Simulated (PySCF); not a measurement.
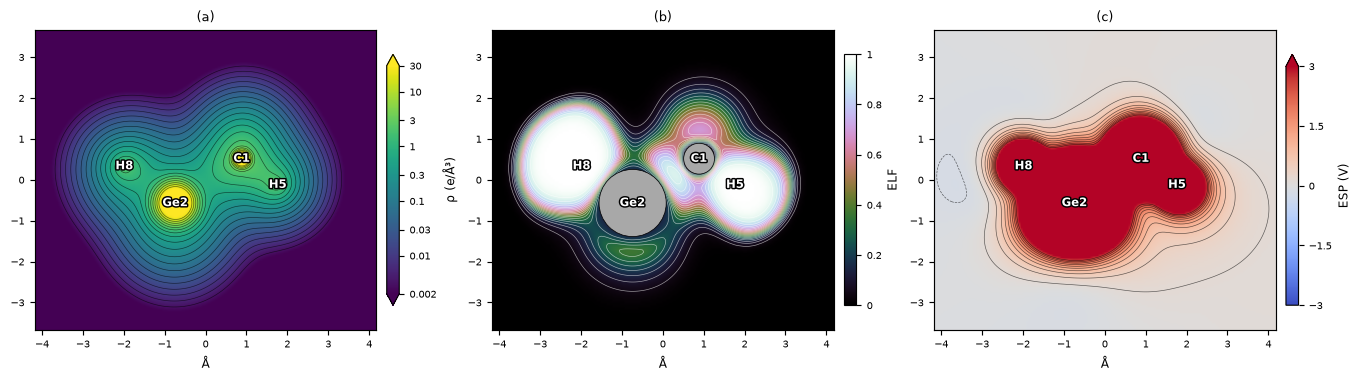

Figure. CH6Ge (SMILES [CH3][GeH3]). (a) electron density; (b) electron localisation function; (c) molecular electrostatic potential on the plane of atoms C1, Ge2 and H8. Grey discs cover the atomic cores in the ELF map.

Geometry: PBE0-D3(BJ)/def2-TZVP.

Computed with PySCF 2.14.0, PBE0/aug-cc-pVTZ, SCF density, gas phase.

```yaml
atoms:
  - { symbol: C, position_ang: [-1.0215, -0.0999, -0.0727] }
  - { symbol: Ge, position_ang: [0.9187, 0.0839, 0.0508] }
  - { symbol: H, position_ang: [-1.3386, -0.0865, -1.1159] }
  - { symbol: H, position_ang: [-1.5117, 0.7219, 0.4503] }
  - { symbol: H, position_ang: [-1.3418, -1.0400, 0.3775] }
  - { symbol: H, position_ang: [1.3779, -0.0656, 1.5125] }
  - { symbol: H, position_ang: [1.6170, -0.9969, -0.7939] }
  - { symbol: H, position_ang: [1.3607, 1.4665, -0.4615] }
```

Read the bonding off the picture.

Answer.
- The section cuts through C, Ge and H sites.
- C–Ge (1.95 Å): the density is about 0.88 e/Å³ at the midpoint; the ELF peaks at about 0.90 in the valence shell of C, 0.7 Å from its nucleus, and is about 0.70 at the midpoint.
- C–H (1.09 Å): ρ at the midpoint is about 2 e/Å³; the ELF climbs to about 1 towards the hydrogen, as it does in any bond to H (an ordinary covalent bond to hydrogen).
- Ge–H (1.54 Å): ρ at the midpoint is about 1.1 e/Å³; the ELF climbs to about 1 towards the hydrogen.
- The potential has no marked negative region in this plane.
